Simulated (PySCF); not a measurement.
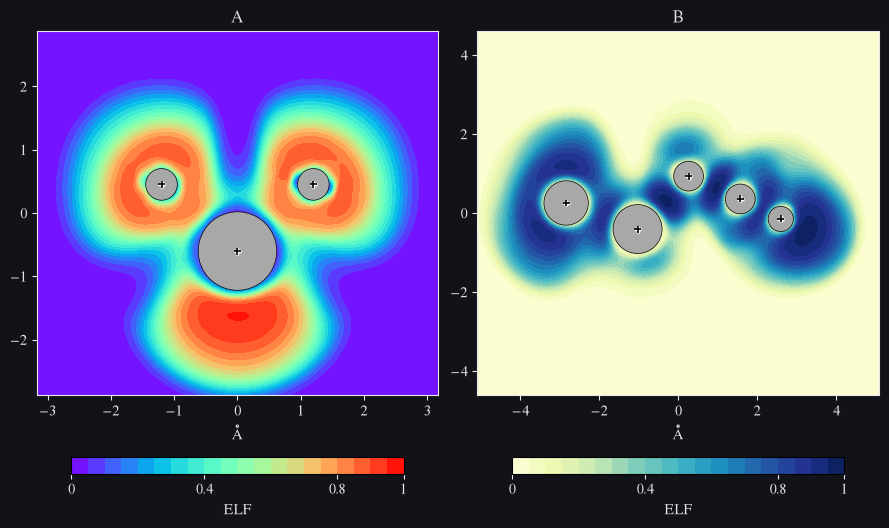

The electron localisation function of 2 systems, each on a plane through atoms (crosses mark nuclei in the plane; grey discs cover the cores).

Method: CAM-B3LYP/def2-SVPD, SCF density, gas phase (PySCF 2.14.0).

System 1: C$_{3}$H$_{6}$NPS, the plane of atoms P2, C4 and C5. Geometry: GFN2-xTB.

| atom | x (Å) | y (Å) | z (Å) |
| --- | --- | --- | --- |
| C | 1.5066 | 0.4579 | -0.1477 |
| P | 0.3280 | -0.8140 | 0.4295 |
| S | 0.8096 | -2.6562 | 0.1219 |
| C | -1.2993 | -0.3255 | -0.3289 |
| C | -1.6133 | 1.0296 | 0.0076 |
| N | -1.8189 | 2.1158 | 0.2994 |
| H | 1.7067 | 0.2854 | -1.2065 |
| H | 1.1110 | 1.4606 | 0.0039 |
| H | 2.4381 | 0.3357 | 0.4047 |
| H | 0.1135 | -0.4301 | 1.7597 |
| H | -1.2120 | -0.4504 | -1.4141 |
| H | -2.0686 | -1.0093 | 0.0444 |

System 2: PF$_{3}$ (SMILES FP(F)F), the plane of atoms F1, P2 and F4. Geometry: PBE0-D3(BJ)/def2-SVP.

```yaml
atoms:
  - { symbol: F, position_ang: [-0.8266, -1.0649, -0.3780] }
  - { symbol: P, position_ang: [0.0177, -0.1071, 0.5791] }
  - { symbol: F, position_ang: [1.3789, -0.1382, -0.2532] }
  - { symbol: F, position_ang: [-0.5321, 1.2822, 0.0171] }
```

### Which map belongs to which system?

Panel A is system 2, PF$_{3}$: the plane holds F and P. P–F (1.60 Å): the ELF peaks at about 0.85 in the valence shell of F, 0.6 Å from its nucleus, and is about 0.65 at the midpoint. Panel B is system 1, C$_{3}$H$_{6}$NPS: the plane holds P, S, C and N. C–N (1.14 Å): the ELF peaks at about 0.85 between the atoms; a short, multiple covalent bond.
